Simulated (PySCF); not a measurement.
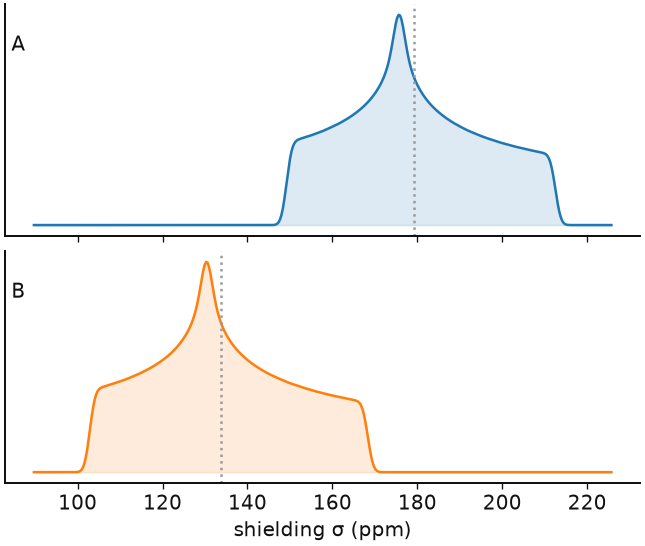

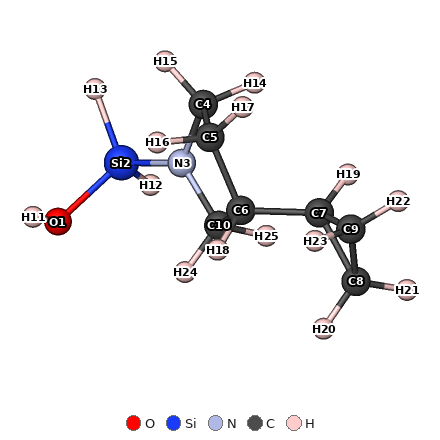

Static powder patterns (¹³C) from GIAO shielding tensors of C₇H₁₅NOSi, SMILES O[SiH2]N1CC[C@H](C2CC2)C1, PBE0/pcSseg-1 (IEF-PCM acetonitrile), PySCF 2.14.0, at a PBE0-D3(BJ)/def2-SVP geometry (no frequency check); absolute shielding, one fixed geometry of the isolated molecule without any motion, no dipolar terms. The dotted line is the isotropic value; skew is 3(σiso − σ22)/span.

The panels belong to C4 and C9. Which is which?

Answer. panel A: C9, σ11, σ22, σ33 = 149, 176, 213 ppm, isotropic 179, span 63 ppm, skew 0.16; panel B: C4, σ11, σ22, σ33 = 103, 130, 168 ppm, isotropic 134, span 65 ppm, skew 0.16.

Note: one conformer of a flexible molecule.
